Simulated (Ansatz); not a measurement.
# CH4AlS: the cost of one run

Method: RKS PBE0-D4/6-31G*, in Ansatz 0.2.0.

## Step 1: The starting structure

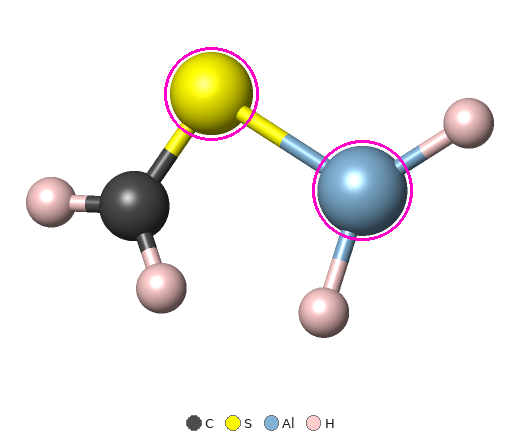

The starting structure, seen from a chosen angle (carbon dark grey, sulfur yellow, aluminium light blue, hydrogen pink). Ringed: S2, Al3.

As a file:

```xyz
7

C    -1.3146    0.1179   -0.5498
S    -0.0653   -0.5540   -1.3319
Al    1.4235   -0.1657    0.5040
H    -2.2841    0.1689   -1.0330
H    -1.2433    0.5347    0.4667
H     0.6155    0.5434    1.5909
H     2.8684   -0.6452    0.3532
```

## Step 2: Relaxing end A

File input.yaml:

```yaml
crystal:
  periodic: [false, false, false]
  atoms:
    - { symbol: C, position_ang: [-1.3146, 0.11795, -0.54977] }
    - { symbol: S, position_ang: [-0.06529, -0.55402, -1.33191] }
    - { symbol: Al, position_ang: [1.42345, -0.16567, 0.50399] }
    - { symbol: H, position_ang: [-2.28411, 0.16888, -1.03304] }
    - { symbol: H, position_ang: [-1.2433, 0.5347, 0.4667] }
    - { symbol: H, position_ang: [0.61545, 0.54336, 1.59087] }
    - { symbol: H, position_ang: [2.8684, -0.6452, 0.35316] }
total_charge: 1
basis:
  gaussian: { orbitals: "6-31G*" }
hamiltonian:
  xc: pbe0
  dispersion: d4
relax:
  f_tol: 0.015
  max_steps: 40
output:
  orbitals: {}
```

Run with:

```sh
> ansatz run input.yaml --threads 1 --pin off --max-ram 2048MiB --backend cpu --events-out ev --progress --plain --runs-dir out
```

**Question.** How long does this run take on 1 thread of Intel Xeon Platinum 8559C (Emerald Rapids), shared host, and how much memory does it need?

About 11 s, with a peak of 0.15 GiB.
